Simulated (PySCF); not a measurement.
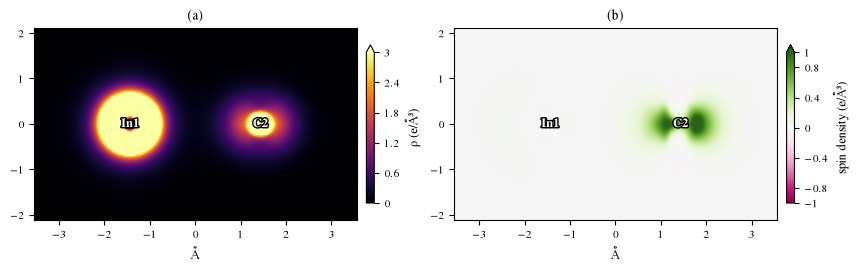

*InC (charge +1, triplet). (a) electron density; (b) spin density (α minus β) on a plane that holds the molecular axis.*

Core potentials replace the inner electrons of In.

Computed with PBE0/cc-pVDZ(-PP), non-relativistic Hamiltonian with scalar-relativistic core potentials where named, at a bond length of 2.890 Å (PySCF).

Q: What does the map show?

A: Atoms in the plane: In and C. C–In (2.89 Å): the density is about 0.15 e/Å³ at the midpoint. The unpaired spin (2 electrons) lies mostly on C2 (about 1.8) and In1 (about 0.2), in electrons by Hirshfeld's partition.
